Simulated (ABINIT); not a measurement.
# YAlS3 (Pm-3m): phonons by linear response, part 6 of 6

How does YAlS3 (Pm-3m) vibrate, and is this structure a minimum?

ABINIT 10.8.3; DFT LDA, scalar-relativistic, plane waves, PseudoDojo norm-conserving pseudopotentials.

So far. Step 7 (Modes with the sum rule): The rule moves no optical mode by more than 0.1 cm⁻¹. Step 10 (Zone-centre response): The acoustic modes at Γ come out as far as 3.5 cm⁻¹ from zero, where they should vanish, a small numerical error. The lowest optical mode is imaginary, 177i cm⁻¹, an instability at this level and on this k mesh. The relaxed cell has a = 4.536 Å (conventional setting).

The structure was built from a prototype and need not be the compound's stable phase.

## 11. Linear response on the mesh

Linear response treats each wavevector in the unit cell, with no supercell; the 2×2×2 mesh fixes the range of the force constants to be had.

dfpt_q.abi

```
ndtset 3

# wavevectors
qpt1 0.5 0.0 0.0
qpt2 0.5 0.5 0.0
qpt3 0.5 0.5 0.5

# displacements
getwfk_filepath "gso_WFK"
getwfq_filepath "gso_WFK"
kptopt 3
nqpt 1
rfphon 1
rfatpol 1 5
rfdir 1 1 1
tolvrs 1.0d-10
prtwf 0

# basis, mesh and filling
ecut 30.0
ngkpt 4 4 4
nshiftk 1
shiftk 0.0 0.0 0.0
istwfk *1
occopt 7
tsmear 0.01
nband 24
nstep 100
diemac 1000000.0
prtebands 0
prtgsr 0
useylm 1

# cell and atoms
acell 8.571172542 8.571172542 8.571172542
rprim 
    1.0 0.0 0.0
    0.0 1.0 0.0
    0.0 0.0 1.0
ntypat 3
znucl 39 13 16
natom 5
typat 1 2 3 3 3
xred 
    0.0 0.0 0.0
    0.5 0.5 0.5
    0.5 0.5 0.0
    0.5 0.0 0.5
    0.0 0.5 0.5
pp_dirpath "./pseudo"
pseudos "Y.upf, Al.upf, S.upf"
```

Run with:

```sh
> OMP_NUM_THREADS=1 mpirun -n 4 abinit dfpt_q.abi > dfpt_q.log
```

Numbers of over 12 decimals in the logs are rounded to 6 here.

dfpt_q.abo, the main output file:

```text
[banners, grids, parts of the stress and lines that vanish by symmetry left out]
- input  file    -> dfpt_q.abi
- output file    -> dfpt_q.abo
- root for input  files -> dfpt_qi
[...]
DATASET    1 : space group Pm -3 m (#221); Bravais cP (primitive cubic)
[...]
nfft =       91125          nkpt =          64
[...]
DATASET    2 : space group Pm -3 m (#221); Bravais cP (primitive cubic)
[...]
nfft =       91125          nkpt =          64
[...]
DATASET    3 : space group Pm -3 m (#221); Bravais cP (primitive cubic)
[...]
nfft =       91125          nkpt =          64
[...]
== DATASET  1 ==================================================================
[...]
cutoff_energies: {ecut:  30.0, pawecutdg:  -1.0, }
[...]
Perturbation : displacement of atom   1   along direction   1
[...]
-ETOT  1   4.907216     -2.701E+03 1.107E+01 2.920E+04
 ETOT  2   2.257349     -2.650E+00 1.587E-01 1.030E+03
 ETOT  3   2.219109     -3.824E-02 3.426E-01 9.359E+02
 ETOT  4   2.152885     -6.622E-02 8.063E-01 1.884E+01
 ETOT  5   2.151723     -1.162E-03 2.212E-03 1.271E-01
[...]
At SCF step   13       vres2   =  4.61E-13 < tolvrs=  1.00E-10 =>converged.
[...]
Perturbation : displacement of atom   1   along direction   2
[...]
-ETOT  1 -0.831651     -2.502E+03 1.114E+01 7.846E+02
[...]
At SCF step   10       vres2   =  1.18E-11 < tolvrs=  1.00E-10 =>converged.
[...]
Perturbation : displacement of atom   2   along direction   1
[...]
-ETOT  1   10.381987102733     -6.401E+01 4.595E-01 5.915E+03
[...]
At SCF step   11       vres2   =  4.65E-11 < tolvrs=  1.00E-10 =>converged.
[...]
Perturbation : displacement of atom   2   along direction   2
[...]
-ETOT  1   9.632571     -4.950E+01 3.970E-01 6.923E+03
[...]
At SCF step   10       vres2   =  6.05E-11 < tolvrs=  1.00E-10 =>converged.
[...]
Perturbation : displacement of atom   3   along direction   1
[...]
-ETOT  1   11.252427668202     -5.838E+02 4.149E+00 1.491E+05
[...]
Perturbation : displacement of atom   3   along direction   2
[...]
-ETOT  1  0.776807     -5.333E+02 3.331E+00 4.513E+03
[...]
Perturbation : displacement of atom   3   along direction   3
[...]
-ETOT  1   17.897461186660     -5.515E+02 2.671E+00 1.231E+04
[...]
Perturbation : displacement of atom   5   along direction   1
[...]
-ETOT  1   28.931312395613     -6.015E+02 2.212E+00 1.713E+05
[...]
Perturbation : displacement of atom   5   along direction   2
[...]
-ETOT  1  0.729262     -5.333E+02 4.528E+00 5.628E+03
[...]
Phonon wavevector (reduced coordinates) :  0.50000  0.00000  0.00000
 Phonon energies in Hartree :
[...]
Phonon frequencies in cm-1    :
- -1.508812E+02 -1.508812E+02 -1.333370E+02 -1.132476E+02 -1.132476E+02
-  5.184009E+01  5.184009E+01  8.945201E+01  1.370219E+02  1.370219E+02
-  1.384011E+02  3.604634E+02  4.056713E+02  4.795534E+02  4.795534E+02
[...]
== DATASET  2 ==================================================================
[...]
cutoff_energies: {ecut:  30.0, pawecutdg:  -1.0, }
[...]
Perturbation : displacement of atom   1   along direction   1
[...]
-ETOT  1  0.508431     -2.607E+03 1.109E+01 9.692E+02
[...]
Perturbation : displacement of atom   1   along direction   3
[...]
-ETOT  1  0.157679     -2.493E+03 1.115E+01 3.555E+01
[...]
Perturbation : displacement of atom   2   along direction   1
[...]
-ETOT  1   10.622311948986     -5.641E+01 7.015E-01 9.605E+02
[...]
Perturbation : displacement of atom   2   along direction   3
[...]
-ETOT  1   9.694897     -4.890E+01 3.082E-01 5.896E+03
[...]
Perturbation : displacement of atom   3   along direction   1
[...]
-ETOT  1   2.818380     -5.628E+02 3.898E+00 2.752E+04
[...]
Perturbation : displacement of atom   3   along direction   3
[...]
-ETOT  1   18.831739447997     -5.485E+02 2.639E+00 1.189E+04
[...]
Perturbation : displacement of atom   4   along direction   1
[...]
-ETOT  1   4.900575     -5.607E+02 4.579E+00 4.118E+04
[...]
Perturbation : displacement of atom   4   along direction   2
[...]
-ETOT  1   21.815989009262     -5.792E+02 2.293E+00 5.121E+04
[...]
Perturbation : displacement of atom   4   along direction   3
[...]
-ETOT  1   1.211520     -5.307E+02 4.278E+00 4.452E+03
[...]
Phonon wavevector (reduced coordinates) :  0.50000  0.50000  0.00000
 Phonon energies in Hartree :
[...]
Phonon frequencies in cm-1    :
- -2.382349E+02 -1.670897E+02 -1.670897E+02 -7.491917E+01 -7.491917E+01
- -5.422460E+01  1.050289E+02  1.050289E+02  1.712020E+02  1.861902E+02
-  3.181808E+02  3.748450E+02  3.748450E+02  4.482505E+02  4.792988E+02
[...]
== DATASET  3 ==================================================================
[...]
cutoff_energies: {ecut:  30.0, pawecutdg:  -1.0, }
[...]
Perturbation : displacement of atom   1   along direction   1
[...]
-ETOT  1 -0.408054     -2.570E+03 1.111E+01 6.256E+03
[...]
Perturbation : displacement of atom   2   along direction   1
[...]
-ETOT  1   11.863406392207     -5.235E+01 2.234E-01 1.579E+03
[...]
Perturbation : displacement of atom   3   along direction   1
[...]
-ETOT  1 -6.83533048887952E-02 -5.545E+02 1.609E+00 1.059E+04
[...]
At SCF step   11       vres2   =  3.58E-12 < tolvrs=  1.00E-10 =>converged.
[...]
Perturbation : displacement of atom   3   along direction   3
[...]
-ETOT  1   18.268611746394     -5.715E+02 2.055E+00 2.336E+04
[...]
ETOT 10   12.525300781606      1.364E-12 5.723E-10 2.720E-10
 ETOT 11   12.525300781588     -1.842E-11 4.704E-11 1.030E-11
 At SCF step   11       vres2   =  1.03E-11 < tolvrs=  1.00E-10 =>converged.
[...]
Phonon wavevector (reduced coordinates) :  0.50000  0.50000  0.50000
 Phonon energies in Hartree :
[...]
Phonon frequencies in cm-1    :
- -2.698954E+02 -2.698954E+02 -2.698954E+02 -1.319634E+02 -1.319634E+02
- -1.319634E+02  1.595660E+02  1.595660E+02  1.595660E+02  3.103026E+02
-  3.103026E+02  3.933391E+02  3.933391E+02  3.933391E+02  4.784556E+02
[...]
strten2     0.0000000000E+00  0.0000000000E+00  0.0000000000E+00
           strten3     0.0000000000E+00  0.0000000000E+00  0.0000000000E+00
================================================================================
```

Wall time 22 min (4 MPI ranks of Arm Neoverse V1, shared host).

This step gave:

```yaml
lowest_mode_on_the_q_mesh_acoustic_ones_at_the_zone_centre_apart: -269.9 cm⁻¹
```

Frequencies (cm⁻¹) before the sum rule at the irreducible wavevectors but Γ, which is solved apart; negative means imaginary. Frequencies by wavevector:

| q (fractions) | star | mode 1 | mode 2 | mode 3 | mode 4 | mode 13 | mode 14 | mode 15 |
| --- | --- | --- | --- | --- | --- | --- | --- | --- |
| 0.5 0 0 | 3 | -150.9 | -150.9 | -133.3 | -113.2 | 405.7 | 479.6 | 479.6 |
| 0.5 0.5 0 | 3 | -238.2 | -167.1 | -167.1 | -74.92 | 374.8 | 448.2 | 479.3 |
| 0.5 0.5 0.5 | 1 | -269.9 | -269.9 | -269.9 | -132 | 393.3 | 393.3 | 478.5 |

## 12. Interpolated phonon bands

anaddb transforms the dynamical matrices to force constants and back along the path; points of the mesh come back as solved, but for the sum rule and, in polar crystals, the LO-TO term at Γ; the rest is interpolation.

anaddb.abi

```
ddb_filepath "all_DDB"
output_file "anaddb.abo"
outdata_prefix "anaddb"
ifcflag 1
ngqpt 2 2 2
nqshft 1
q1shft 0.0 0.0 0.0
asr 1
chneut 0
dipdip 0
dipquad 0
quadquad 0
enunit 0
eivec 0
nph1l 62
qph1l 
    0.0 0.0 0.0 1.0
    0.0 0.05 0.0 1.0
    0.0 0.1 0.0 1.0
    0.0 0.15 0.0 1.0
    0.0 0.2 0.0 1.0
    0.0 0.25 0.0 1.0
    0.0 0.3 0.0 1.0
    0.0 0.35 0.0 1.0
    0.0 0.4 0.0 1.0
    0.0 0.45 0.0 1.0
    0.0 0.5 0.0 1.0
    0.05 0.5 0.0 1.0
    0.1 0.5 0.0 1.0
    0.15 0.5 0.0 1.0
    0.2 0.5 0.0 1.0
    0.25 0.5 0.0 1.0
    0.3 0.5 0.0 1.0
    0.35 0.5 0.0 1.0
    0.4 0.5 0.0 1.0
    0.45 0.5 0.0 1.0
    0.5 0.5 0.0 1.0
    0.45 0.45 0.0 1.0
    0.4 0.4 0.0 1.0
    0.35 0.35 0.0 1.0
    0.3 0.3 0.0 1.0
    0.25 0.25 0.0 1.0
    0.2 0.2 0.0 1.0
    0.15 0.15 0.0 1.0
    0.1 0.1 0.0 1.0
    0.05 0.05 0.0 1.0
    0.0 0.0 0.0 1.0
    0.05 0.05 0.05 1.0
    0.1 0.1 0.1 1.0
    0.15 0.15 0.15 1.0
    0.2 0.2 0.2 1.0
    0.25 0.25 0.25 1.0
    0.3 0.3 0.3 1.0
    0.35 0.35 0.35 1.0
    0.4 0.4 0.4 1.0
    0.45 0.45 0.45 1.0
    0.5 0.5 0.5 1.0
    0.45 0.5 0.45 1.0
    0.4 0.5 0.4 1.0
    0.35 0.5 0.35 1.0
    0.3 0.5 0.3 1.0
    0.25 0.5 0.25 1.0
    0.2 0.5 0.2 1.0
    0.15 0.5 0.15 1.0
    0.1 0.5 0.1 1.0
    0.05 0.5 0.05 1.0
    0.0 0.5 0.0 1.0
    0.5 0.5 0.5 1.0
    0.5 0.5 0.45 1.0
    0.5 0.5 0.4 1.0
    0.5 0.5 0.35 1.0
    0.5 0.5 0.3 1.0
    0.5 0.5 0.25 1.0
    0.5 0.5 0.2 1.0
    0.5 0.5 0.15 1.0
    0.5 0.5 0.1 1.0
    0.5 0.5 0.05 1.0
    0.5 0.5 0.0 1.0
```

mrgddb.in

```
all_DDB
merged
4
dfpt_gammao_DDB
dfpt_qo_DS1_DDB
dfpt_qo_DS2_DDB
dfpt_qo_DS3_DDB
```

Run with:

```sh
> mrgddb < mrgddb.in > mrgddb.log
> OMP_NUM_THREADS=1 anaddb anaddb.abi > anaddb.log
```

anaddb.abo, the main output file:

```text
[banners, grids, parts of the stress and lines that vanish by symmetry left out]
-outvars_anaddb: echo values of input variables ----------------------

 Flags :
[...]
Phonon wavevector (reduced coordinates) :  0.00000  0.00000  0.00000
 Phonon energies in Hartree :
[...]
Phonon frequencies in cm-1    :
- -1.770174E+02 -1.770174E+02 -1.770174E+02 -1.614542E+02 -1.614542E+02
- -1.614542E+02  0.000000E+00  0.000000E+00  0.000000E+00  1.042986E+02
-  1.042986E+02  1.042986E+02  4.800208E+02  4.800208E+02  4.800208E+02
[...]
Phonon wavevector (reduced coordinates) :  0.00000  0.05000  0.00000
 Phonon energies in Hartree :
[...]
Phonon frequencies in cm-1    :
- -1.760787E+02 -1.760409E+02 -1.760409E+02 -1.609980E+02 -1.609980E+02
- -1.587945E+02  1.163637E+01  1.163637E+01  2.567647E+01  1.050896E+02
-  1.050896E+02  1.126133E+02  4.792816E+02  4.800100E+02  4.800100E+02
[...]
Phonon wavevector (reduced coordinates) :  0.00000  0.10000  0.00000
 Phonon energies in Hartree :
[...]
Phonon frequencies in cm-1    :
- -1.733256E+02 -1.732197E+02 -1.732197E+02 -1.595995E+02 -1.595995E+02
- -1.508144E+02  2.266104E+01  2.266104E+01  4.818526E+01  1.073926E+02
-  1.073926E+02  1.351124E+02  4.770381E+02  4.799785E+02  4.799785E+02
[...]
Phonon wavevector (reduced coordinates) :  0.00000  0.15000  0.00000
 Phonon energies in Hartree :
[...]
Phonon frequencies in cm-1    :
- -1.689497E+02 -1.689497E+02 -1.689482E+02 -1.570977E+02 -1.570977E+02
- -1.374826E+02  3.250425E+01  3.250425E+01  6.743904E+01  1.110006E+02
-  1.110006E+02  1.661172E+02  4.732158E+02  4.799293E+02  4.799293E+02
[...]
Phonon wavevector (reduced coordinates) :  0.00000  0.20000  0.00000
 Phonon energies in Hartree :
[...]
Phonon frequencies in cm-1    :
- -1.641147E+02 -1.641147E+02 -1.632654E+02 -1.529986E+02 -1.529986E+02
- -1.186184E+02  4.068641E+01  4.068641E+01  8.441181E+01  1.155755E+02
[...]
Phonon wavevector (reduced coordinates) :  0.00000  0.25000  0.00000
 Phonon energies in Hartree :
[...]
Phonon frequencies in cm-1    :
[...]
Phonon wavevector (reduced coordinates) :  0.00000  0.30000  0.00000
 Phonon energies in Hartree :
[...]
Phonon frequencies in cm-1    :
[...]
Phonon wavevector (reduced coordinates) :  0.00000  0.35000  0.00000
 Phonon energies in Hartree :
[...]
Phonon frequencies in cm-1    :
[...]
Phonon wavevector (reduced coordinates) :  0.00000  0.40000  0.00000
 Phonon energies in Hartree :
[...]
Phonon frequencies in cm-1    :
[...]
Phonon wavevector (reduced coordinates) :  0.00000  0.45000  0.00000
 Phonon energies in Hartree :
[...]
Phonon frequencies in cm-1    :
[...]
Phonon wavevector (reduced coordinates) :  0.00000  0.50000  0.00000
 Phonon energies in Hartree :
[...]
Phonon frequencies in cm-1    :
[...]
Phonon wavevector (reduced coordinates) :  0.05000  0.50000  0.00000
 Phonon energies in Hartree :
[...]
Phonon frequencies in cm-1    :
[...]
Phonon wavevector (reduced coordinates) :  0.10000  0.50000  0.00000
 Phonon energies in Hartree :
[...]
Phonon frequencies in cm-1    :
[...]
Phonon wavevector (reduced coordinates) :  0.15000  0.50000  0.00000
 Phonon energies in Hartree :
[...]
Phonon frequencies in cm-1    :
[...]
Phonon wavevector (reduced coordinates) :  0.25000  0.25000  0.25000
 Phonon energies in Hartree :
[...]
Phonon frequencies in cm-1    :
[...]
-  2.302071E+02  2.778268E+02  4.421925E+02  4.421925E+02  4.910108E+02
  Phonon wavevector (reduced coordinates) :  0.30000  0.30000  0.30000
 Phonon energies in Hartree :
[...]
Phonon frequencies in cm-1    :
- -2.233050E+02 -2.066716E+02 -2.066716E+02 -1.212761E+02 -1.212761E+02
- -8.920670E+01  1.477388E+02  1.477388E+02  1.492161E+02  2.575334E+02
-  2.575334E+02  3.142309E+02  4.278173E+02  4.278173E+02  4.911253E+02
  Phonon wavevector (reduced coordinates) :  0.35000  0.35000  0.35000
 Phonon energies in Hartree :
[...]
Phonon frequencies in cm-1    :
- -2.408743E+02 -2.305396E+02 -2.305396E+02 -1.237795E+02 -1.237795E+02
- -1.054535E+02  1.567101E+02  1.567101E+02  1.578048E+02  2.803258E+02
[...]
Phonon wavevector (reduced coordinates) :  0.40000  0.40000  0.40000
 Phonon energies in Hartree :
[...]
Phonon frequencies in cm-1    :
[...]
Phonon wavevector (reduced coordinates) :  0.45000  0.45000  0.45000
 Phonon energies in Hartree :
[...]
Phonon frequencies in cm-1    :
[...]
Phonon wavevector (reduced coordinates) :  0.50000  0.50000  0.50000
 Phonon energies in Hartree :
[...]
Phonon frequencies in cm-1    :
[...]
Phonon wavevector (reduced coordinates) :  0.50000  0.50000  0.05000
 Phonon energies in Hartree :
[...]
Phonon frequencies in cm-1    :
[...]
Phonon wavevector (reduced coordinates) :  0.50000  0.50000  0.00000
 Phonon energies in Hartree :
[...]
Phonon frequencies in cm-1    :
[...]
- -5.394195E+01  1.050925E+02  1.050925E+02  1.712199E+02  1.861588E+02
-  3.182201E+02  3.748399E+02  3.748399E+02  4.482784E+02  4.793141E+02
-
```

Run time: 0.54 s. Hardware: 1 thread.

Read from the output:

```
lowest frequency on the path : -269.9 cm⁻¹
```

Anaddb. Phonon branches along the path, in cm⁻¹:

| point | branch 1 | branch 2 | branch 3 | branch 4 | branch 12 | branch 13 | branch 14 | branch 15 |
| --- | --- | --- | --- | --- | --- | --- | --- | --- |
| Γ | -177 | -177 | -177 | -162 | 104 | 480 | 480 | 480 |
| X | -151 | -151 | -133 | -113 | 360 | 406 | 480 | 480 |
| M | -238 | -167 | -167 | -75 | 375 | 375 | 448 | 479 |
| Γ | -177 | -177 | -177 | -162 | 104 | 480 | 480 | 480 |
| R | -270 | -270 | -270 | -132 | 393 | 393 | 393 | 478 |
| X | -151 | -151 | -133 | -113 | 360 | 406 | 480 | 480 |
| jump to R | -270 | -270 | -270 | -132 | 393 | 393 | 393 | 478 |
| M | -238 | -167 | -167 | -75 | 375 | 375 | 448 | 479 |

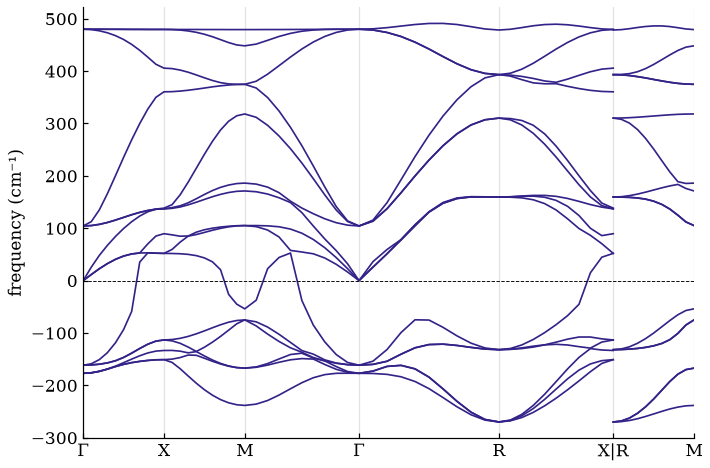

Phonon branches along the path.

The path dips to 270i cm⁻¹.

## 13. Sums over the zone

Sums over the zone need many more wavevectors than were solved, so the interpolation is sampled on a dense mesh.

anaddb.abi

```
ddb_filepath "all_DDB"
output_file "anaddb.abo"
outdata_prefix "anaddb"
ifcflag 1
ngqpt 2 2 2
nqshft 1
q1shft 0.0 0.0 0.0
asr 1
chneut 0
dipdip 0
dipquad 0
quadquad 0
prtdos 2
ng2qpt 10 10 10
dosdeltae 4.5563e-06
ntemper 11
temperinc 100.0
tempermin 0.0
```

Run with:

```sh
> OMP_NUM_THREADS=1 anaddb anaddb.abi > anaddb.log
```

anaddb.abo, the main output file:

```text
-outvars_anaddb: echo values of input variables ----------------------

 Flags :
     ifcflag         1
 Miscellaneous information :
         asr         1
      chneut         0
 Interatomic Force Constants Inputs :
      dipdip         0
     dipquad         0
    quadquad         0
      ifcana         0
      ifcout         0
 Description of grid 1 :
        brav         1
       ngqpt         2         2         2
      nqshft         1
      q1shft
                     0.00000000E+00  0.00000000E+00  0.00000000E+00
 Phonon DOS information :
   dosdeltae  4.55630000E-06
    dossmear  4.55633525E-06
 Description of grid 2 (Fourier interp. or BZ sampling):
      ng2qpt        10        10        10
      ngrids         4
      q2shft         0.00000000E+00  0.00000000E+00  0.00000000E+00

================================================================================

 read the DDB information and perform some checks

  ==== Info on the Cryst% object ====
 Real(R)+Recip(G) space primitive vectors, cartesian coordinates (Bohr,Bohr^-1):
 R(1)=  8.5711725  0.0000000  0.0000000  G(1)=  0.1166702  0.0000000  0.0000000
 R(2)=  0.0000000  8.5711725  0.0000000  G(2)=  0.0000000  0.1166702  0.0000000
 R(3)=  0.0000000  0.0000000  8.5711725  G(3)=  0.0000000  0.0000000  0.1166702
 Unit cell volume ucvol=  6.2968118E+02 bohr^3
 Angles (23,13,12)=  9.00000000E+01  9.00000000E+01  9.00000000E+01 degrees
 Time-reversal symmetry is present
 Reduced atomic positions [iatom, xred, symbol]:
    1)    0.0000000  0.0000000  0.0000000   Y
    2)    0.5000000  0.5000000  0.5000000  Al
    3)    0.5000000  0.5000000  0.0000000   S
    4)    0.5000000  0.0000000  0.5000000   S
    5)    0.0000000  0.5000000  0.5000000   S

 DDB file with 4 blocks has been read.

================================================================================

 Calculation of the interatomic forces

       Homogeneous q point set in the B.Z.
 Grid q points  :        8
  1)   0.00000000E+00  0.00000000E+00  0.00000000E+00
  2)   5.00000000E-01  0.00000000E+00  0.00000000E+00
  3)   0.00000000E+00  5.00000000E-01  0.00000000E+00
  4)   5.00000000E-01  5.00000000E-01  0.00000000E+00
  5)   0.00000000E+00  0.00000000E+00  5.00000000E-01
  6)   5.00000000E-01  0.00000000E+00  5.00000000E-01
  7)   0.00000000E+00  5.00000000E-01  5.00000000E-01
  8)   5.00000000E-01  5.00000000E-01  5.00000000E-01

 The interatomic forces have been obtained

================================================================================

 Calculation of phonon density of states

 Average speed of sound partial sums:     0.1828375362E-02 (at units)
-                                   =           3.9999 [km/s]

 Debye frequency from partial sums:     0.8314614358E-03 (Ha)
-                                 =     0.5470753440E+01 (THz)
-Debye temperature from partial sums:     0.2625547555E+03 (K)

 Average speed of sound:     0.2245071119E-04 (at units)
-                      =           0.0491 [km/s]

 Debye frequency from DOS:     0.1020955596E-04 (Ha)
-                        =     0.6717565116E-01 (THz)
-Debye temperature from DOS:     0.3223922785E+01 (K)

-
```

Run time: 0.99 s. Hardware: 1 thread.

This step gave:

* share of modes beyond 3i cm⁻¹ on the dense interpolated mesh: 0.3896

The phonon density of states has structure finer than the step of the table below, so its rows give means over 50 cm⁻¹, whole bins alone (the curve runs from -300 to 510 cm⁻¹). Peaks (cm⁻¹: height): -159.9: 0.0578, -119.9: 0.0872, 155.1: 0.0518, 485.1: 0.0889.

Tetrahedra. Phonon density of states against wavenumber; means over each step:

| wavenumber (cm⁻¹) | phonon density of states (1/cm⁻¹/cell) |
| --- | --- |
| -250 | 0.00883 |
| -200 | 0.0228 |
| -150 | 0.0445 |
| -100 | 0.0304 |
| -50 | 0.00829 |
| 0 | 0.00362 |
| 50 | 0.00929 |
| 100 | 0.0244 |
| 150 | 0.0403 |
| 200 | 0.0137 |
| 250 | 0.0111 |
| 300 | 0.0108 |
| 350 | 0.0105 |
| 400 | 0.0164 |
| 450 | 0.0214 |

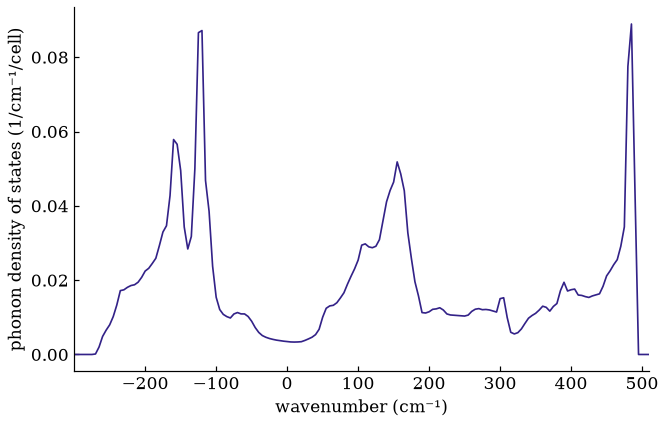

Phonon density of states against wavenumber.

## 14. Summary of results

```
space group after relaxation                                       : Pm-3m
volume per atom                                                    : 18.7 Å³
highest optical zone-centre mode (no LO-TO term)                   : 480.5 cm⁻¹
lowest optical zone-centre mode                                    : -169.4 cm⁻¹
q mesh                                                             : 2×2×2
lowest mode on the q mesh (acoustic ones at the zone centre apart) : -269.9 cm⁻¹
imaginary modes on the q mesh                                      : yes
```

What this shows: YAlS3 (Pm-3m) is unstable: a mode solved on the 2×2×2 mesh is imaginary, 270i cm⁻¹; its spectrum reaches 491 cm⁻¹. At the LDA level the optical modes of YAlS3 (Pm-3m) at the zone centre run from 169i to 480 cm⁻¹, so the structure is a saddle point, with 6 modes beyond 10i cm⁻¹ there. The most unstable solved mode lies at q = (0.5, 0.5, 0.5), on the zone boundary, so the distortion that it points to doubles the cell. These are harmonic frequencies at zero temperature: anharmonic shifts and linewidths and thermal expansion are left out. In a metal the frequencies hang on the k mesh and the smearing, most of all near Kohn anomalies. The structure is a hypothetical one, built on a prototype.

[Host names and launcher messages were left out of these logs when they were recorded.]

[Logs are printed without paths, hosts, clocks, repeated set-up lines and the standing remarks that a program may print on its own settings, such as how far it seeks lower states.]

[Hosts, paths, dates, database ids (printed as entryN), source tags and the programs' standing remarks are cut or masked in the printed files.]
